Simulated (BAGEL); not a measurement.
# RI-MP2/def2-SVPD (density fitting with qzvpp-jkfit) run of C2H4Ge (SMILES C#[C][GeH3])

What is the energy change on altering one bond length of C2H4Ge at RI-MP2/def2-SVPD (density fitting with qzvpp-jkfit)? 

The calculation is run with BAGEL 1.2.2.

9 further runs of the same task are left out: 8 that didn't finish, 1 set aside as unsound or not needed. Runs told in other sessions of the task aren't counted.

### Step 1. The molecule

The species is C2H4Ge (7 atoms), meant as a singlet with charge 0. As SMILES, `C#[C][GeH3]`. The coordinates come from a PBE0-D4/def2-TZVP relaxation.

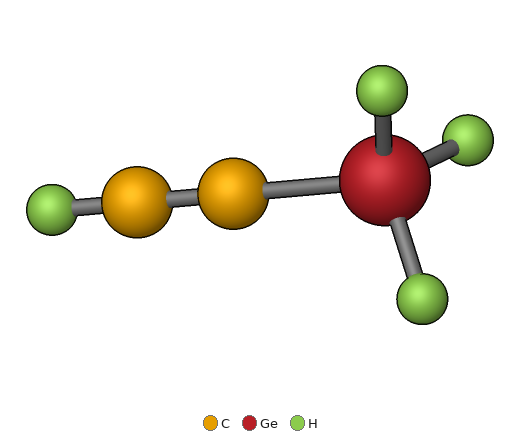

Viewed from a chosen angle; carbon amber, germanium red, hydrogen green.

### Step 2. A single-point energy at RI-MP2/def2-SVPD (density fitting with qzvpp-jkfit)

input.json

```json
{ "bagel": [

{
  "title": "molecule",
  "basis": "def2-svpd.json",
  "df_basis": "qzvpp-jkfit",
  "angstrom": true,
  "geometry": [
    { "atom": "C", "xyz": [      -0.810400,      -1.833500,       0.129100 ] },
    { "atom": "C", "xyz": [      -0.318200,      -0.736700,       0.047700 ] },
    { "atom": "Ge", "xyz": [       0.458400,       0.991600,      -0.081000 ] },
    { "atom": "H", "xyz": [      -1.245800,      -2.803700,       0.201200 ] },
    { "atom": "H", "xyz": [       0.128400,       1.576300,      -1.459100 ] },
    { "atom": "H", "xyz": [      -0.127400,       1.876400,       1.025300 ] },
    { "atom": "H", "xyz": [       1.976100,       0.861500,       0.091000 ] }
  ]
},

{
  "title": "hf"
},

{
  "title": "mp2",
  "ncore": 11
}

]}
```

The basis set def2-SVPD is read from a file made from the Basis Set Exchange's data (not shown).

Launch:

```
BAGEL_NUM_THREADS=1 BAGEL input.json > input.out
```

Output:

```text
* using 1 threads per process

  ===============================================================
  ===============================================================

  *** Geometry ***

  { "atom" : "C", "xyz" : [     -1.531434,     -3.464813,      0.243964 ] },
  { "atom" : "C", "xyz" : [     -0.601311,     -1.392161,      0.090140 ] },
  { "atom" : "Ge", "xyz" : [      0.866250,      1.873852,     -0.153068 ] },
  { "atom" : "H", "xyz" : [     -2.354221,     -5.298225,      0.380213 ] },
  { "atom" : "H", "xyz" : [      0.242641,      2.978775,     -2.757299 ] },
  { "atom" : "H", "xyz" : [     -0.240751,      3.545882,      1.937536 ] },
  { "atom" : "H", "xyz" : [      3.734288,      1.627999,      0.171965 ] },

  Number of auxiliary basis functions:      488

  Since a DF basis is specified, we compute 2- and 3-index integrals:
    o Being stored without compression. Storage requirement is 0.047 GB

  Number of basis functions:      110
  Number of electrons      :       48

    * METHOD: MOLECULE                             0.26

  *** RHF ***

  === Nuclear Repulsion ===
   150.4383953681

      * DIIS with orbital gradients will be used.

  === RHF iteration (def2-svpd.json) ===
      0      -2152.93085492          0.01218851           0.10
      1      -2153.02241905          0.00577616           0.10
      2      -2153.03946764          0.00138275           0.10
      3      -2153.04068483          0.00061382           0.10
      4      -2153.04089158          0.00008267           0.10
      5      -2153.04089573          0.00003408           0.10
      6      -2153.04089639          0.00000685           0.10
      7      -2153.04089643          0.00000113           0.11
      8      -2153.04089643          0.00000046           0.10
      9      -2153.04089643          0.00000013           0.10
     10      -2153.04089643          0.00000006           0.10
     11      -2153.04089643          0.00000002           0.10
     12      -2153.04089643          0.00000001           0.10
    * SCF iteration converged.

    * Permanent dipole moment:
           (    0.016340,     0.037004,    -0.002691) a.u.

    * METHOD: HF                                   1.57

  *** RHF ***

  === Nuclear Repulsion ===
   150.4383953681

      * DIIS with orbital gradients will be used.

  === RHF iteration (def2-svpd.json) ===
      0      -2153.04089643          0.00000000           0.10
    * SCF iteration converged.

    * Permanent dipole moment:
           (    0.016340,     0.037004,    -0.002691) a.u.

  === DF-MP2 calculation ===

    * freezing 11 orbitals
    * 3-index integral transformation done
    * assembly done

      MP2 correlation energy:   -0.5022889471      0.07

      MP2 total energy:       -2153.5431853779

    * METHOD: MP2                                  0.30

  ===============================================================
```

Run time: 2.2 s. Hardware: 1 thread of Arm Neoverse V2, shared host; peak memory 0.16 GiB.

### Step 3. The distorted shape, same level

mp2.json

```json
{ "bagel": [

{
  "title": "molecule",
  "basis": "def2-svpd.json",
  "df_basis": "qzvpp-jkfit",
  "angstrom": "true",
  "geometry": [
    { "atom": "C", "xyz": [      -1.742326,      -3.907474,       0.283541 ] },
    { "atom": "C", "xyz": [      -1.250126,      -2.810674,       0.202141 ] },
    { "atom": "Ge", "xyz": [       0.458400,       0.991600,      -0.081000 ] },
    { "atom": "H", "xyz": [      -2.177726,      -4.877674,       0.355641 ] },
    { "atom": "H", "xyz": [       0.128400,       1.576300,      -1.459100 ] },
    { "atom": "H", "xyz": [      -0.127400,       1.876400,       1.025300 ] },
    { "atom": "H", "xyz": [       1.976100,       0.861500,       0.091000 ] }
  ]
},

{ "title": "hf" },

{ "title": "mp2", "ncore": 11 }

]}
```

The basis set def2-SVPD is read from a file made from the Basis Set Exchange's data (not shown).

Launch:

```
BAGEL_NUM_THREADS=1 BAGEL mp2.json > mp2.out
```

Output:

```text
* using 1 threads per process

  ===============================================================
  ===============================================================

  *** Geometry ***

  { "atom" : "C", "xyz" : [     -3.292519,     -7.384056,      0.535815 ] },
  { "atom" : "C", "xyz" : [     -2.362396,     -5.311404,      0.381991 ] },
  { "atom" : "Ge", "xyz" : [      0.866250,      1.873852,     -0.153068 ] },
  { "atom" : "H", "xyz" : [     -4.115306,     -9.217468,      0.672064 ] },
  { "atom" : "H", "xyz" : [      0.242641,      2.978775,     -2.757299 ] },
  { "atom" : "H", "xyz" : [     -0.240751,      3.545882,      1.937536 ] },
  { "atom" : "H", "xyz" : [      3.734288,      1.627999,      0.171965 ] },

  Number of auxiliary basis functions:      488

  Since a DF basis is specified, we compute 2- and 3-index integrals:
    o Being stored without compression. Storage requirement is 0.047 GB

  Number of basis functions:      110
  Number of electrons      :       48

    * METHOD: MOLECULE                             0.24

  *** RHF ***

  === Nuclear Repulsion ===
   103.5223933758

      * DIIS with orbital gradients will be used.

  === RHF iteration (def2-svpd.json) ===
      0      -2152.59903407          0.01417360           0.10
      1      -2152.08401023          0.02193190           0.10
      2      -2152.74773441          0.00678311           0.10
      3      -2152.78028359          0.00376050           0.10
      4      -2152.79363673          0.00229659           0.11
      5      -2152.80207494          0.00105468           0.10
      6      -2152.80607198          0.00074813           0.10
      7      -2152.80641781          0.00022896           0.10
      8      -2152.80657412          0.00005332           0.10
      9      -2152.80657726          0.00002415           0.10
     10      -2152.80657776          0.00001175           0.10
     11      -2152.80657793          0.00000391           0.10
     12      -2152.80657794          0.00000165           0.10
     13      -2152.80657795          0.00000064           0.10
     14      -2152.80657795          0.00000032           0.10
     15      -2152.80657795          0.00000015           0.10
     16      -2152.80657795          0.00000009           0.10
     17      -2152.80657795          0.00000004           0.10
     18      -2152.80657795          0.00000001           0.10
     19      -2152.80657795          0.00000001           0.10
    * SCF iteration converged.

    * Permanent dipole moment:
           (   -1.865461,    -4.151113,     0.309154) a.u.

    * METHOD: HF                                   2.32

  *** RHF ***

  === Nuclear Repulsion ===
   103.5223933758

      * DIIS with orbital gradients will be used.

  === RHF iteration (def2-svpd.json) ===
      0      -2152.80657795          0.00000000           0.10
    * SCF iteration converged.

    * Permanent dipole moment:
           (   -1.865460,    -4.151112,     0.309154) a.u.

  === DF-MP2 calculation ===

    * freezing 11 orbitals
    * 3-index integral transformation done
    * assembly done

      MP2 correlation energy:   -0.5177633629      0.07

      MP2 total energy:       -2153.3243413091

    * METHOD: MP2                                  0.29

  ===============================================================
```

Wall time 3 s (1 thread of Arm Neoverse V2, shared host); peak memory 0.16 GiB.

### Step 4. Results

Level: RI-MP2/def2-SVPD (density fitting with qzvpp-jkfit), 11 core orbitals frozen.

| quantity | value |
| --- | --- |
| first shape: total energy | -2153.54319 Eh |
| first shape: correlation energy (11 core orbitals frozen) | -502.3 mEh |
| distorted shape: total energy | -2153.32434 Eh |
| distorted shape: correlation energy (11 core orbitals frozen) | -517.8 mEh |
| energy change with the C2–Ge3 bond stretched from 1.899 to 4.178 Å | 5.955 eV |

One bond (distorted shape) is far stretched, which a spin-restricted single reference describes badly; perturbation theory on it can break down and give far too much correlation. With the C2–Ge3 bond stretched from 1.899 to 4.178 Å the energy rises by 5.96 eV (137 kcal/mol). The first shape isn't relaxed at this level, so the change isn't measured from a minimum. A restricted reference can't describe the breaking bond well at this length.
